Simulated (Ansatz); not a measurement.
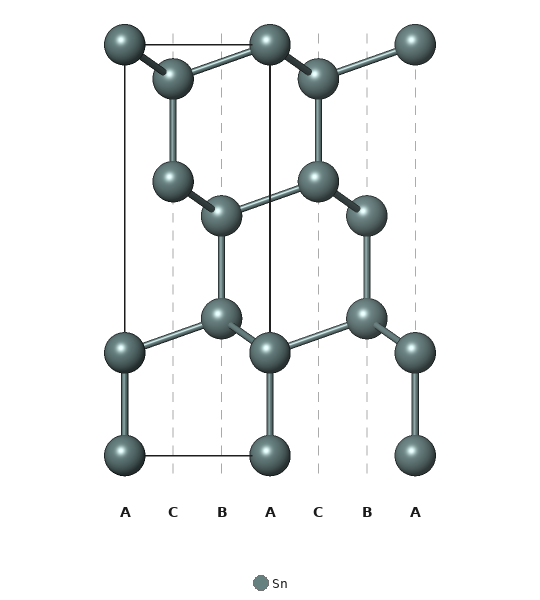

Projection along an edge of the hexagonal mesh, stacking direction [111] upwards. The dashed lines mark the three columns A (0, 0), B (1/3, 2/3) and C (2/3, 1/3). The box is the hexagonal cell of the face-centred cubic lattice. The sequence starts with the first layer at or above the cell's origin.

Sn (space group Fd-3m, No. 227). Coordinates: the input geometry of an electronic-structure calculation (not necessarily at equilibrium); the starting structure was generated, so it need not be a known form of this composition.

List the layers of one repeat.

Answer. Sn(A) – Sn(A) – Sn(B) – Sn(B) – Sn(C) – Sn(C) (six layers in 11.53 Å).
